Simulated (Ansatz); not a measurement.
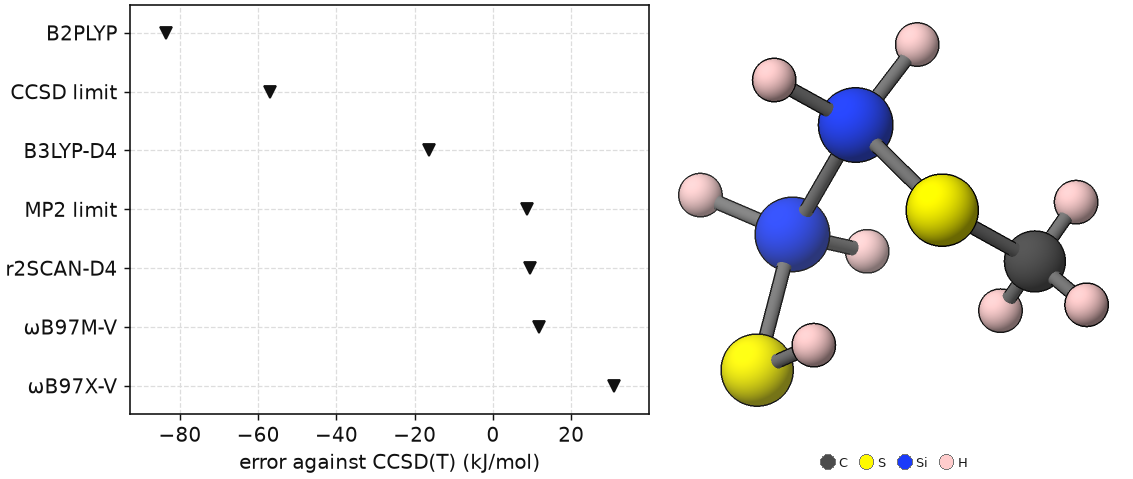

Error in the electronic atomisation energy (method less reference, so positive means overbinding) of CH₈S₂Si₂, SMILES CS[SiH2][SiH2]S: functionals in def2-TZVPP against frozen-core CCSD(T) at the limit (MP2 extrapolated from triple and quadruple zeta, plus CCSD(T) less MP2 in a smaller set), which gives 4160.9 kJ/mol, at a PBE0-D4/def2-TZVP geometry (no frequency check), no zero-point or spin-orbit term, the Ansatz code 0.2.0. The reference leaves out core correlation, a term that grows with the number of heavy atoms. B2PLYP holds a correlation term that converges slowly with the basis, so part of the distance to the limit is basis error. No dispersion term is added to B2PLYP. Limit means the basis limit.

**Which of these levels overbind, and which underbind?**

Overbind: ωB97X-V. Underbind: B2PLYP and CCSD limit. Within 25 kJ/mol of zero, too close to call in view of what the reference leaves out: B3LYP-D4, MP2 limit, r2SCAN-D4 and ωB97M-V.

**Give the values.**

```csv
level,kJ/mol
B2PLYP,−83.6
CCSD limit,−57.1
B3LYP-D4,−16.4
MP2 limit,8.6
r2SCAN-D4,9.5
ωB97M-V,11.8
ωB97X-V,30.8
```

Limits of at least one run: one conformer of a flexible molecule.
